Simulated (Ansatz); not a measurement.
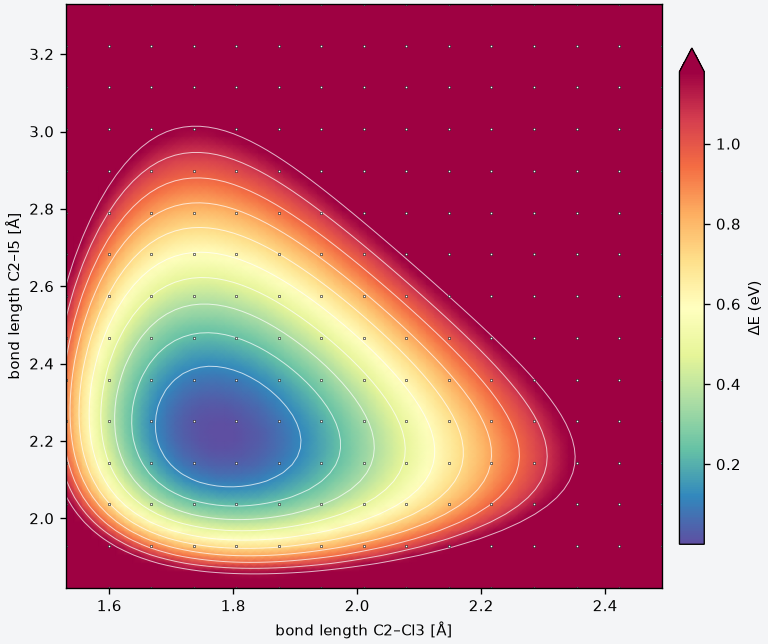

CCl2FI, SMILES FC(Cl)(Cl)I. Coordinates scanned: (1) bond length C2–Cl3; (2) bond length C2–I5. Nothing is relaxed (all other coordinates rigid). Grid: 15 × 15 points. Points are written as (first, second). Energies: eV, counted from the relaxed molecule at the same level. The reference is spin-restricted, which grows unreliable where a bond is stretched far. Method: Ansatz 0.2.0, RKS PBE-D4/def2-SVP.

Drawn: a smooth colour map with a few white contour lines, dots at the grid points, one colour for all values above the top of the scale. Between grid points the surface is interpolated.

Estimate the position of the minimum and the force constants in these coordinates.

The interpolated minimum is at bond length C2–Cl3 ≈ 1.779 Å, bond length C2–I5 ≈ 2.219 Å. The curvatures there are about 18 eV/Å² and 10 eV/Å², with a cross term of about 1.9 eV/Å². Round the minimum the two coordinates are weakly coupled (coupling 0.14 in units of the two stiffnesses).
